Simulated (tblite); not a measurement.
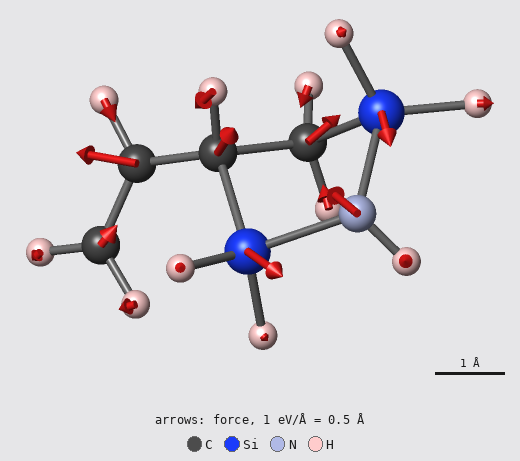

Starting geometry of C4H11NSi2 with the computed forces as red arrows. Style: ball-and-stick. Shown at a tilt.

The calculation used GFN2-xTB geometry optimisation, gas phase in tblite 0.8.0. 

Question: What follows when this structure is relaxed?

Answer: It isn't relaxed: the largest force vector, on a C atom, is 2.16 eV/Å. The final displacements have little in common with the starting forces (cosine between the two patterns 0.20). The energy falls by 1.109 eV in 230 geometry steps. The largest move after the best rigid fit is that of an H atom, 2.61 Å. Largest moves by element: H 2.61 Å, C 0.83 Å, Si 0.37 Å, N 0.22 Å. Some distances before and after: N–Si 1.814 → 1.731 Å, C–Si 1.863 → 1.915 Å, C–C 1.437 → 1.485 Å, C–H 1.126 → 1.095 Å. Among the angles between lasting bonds that change: Si–N–Si 102.2° → 118.4°, C–C–Si 97.2° → 109.2°, Si–N–H 108.9° → 120.9°. Groups turn about C–C by about 130°, C–Si by about 30°, C–C by about 25°.
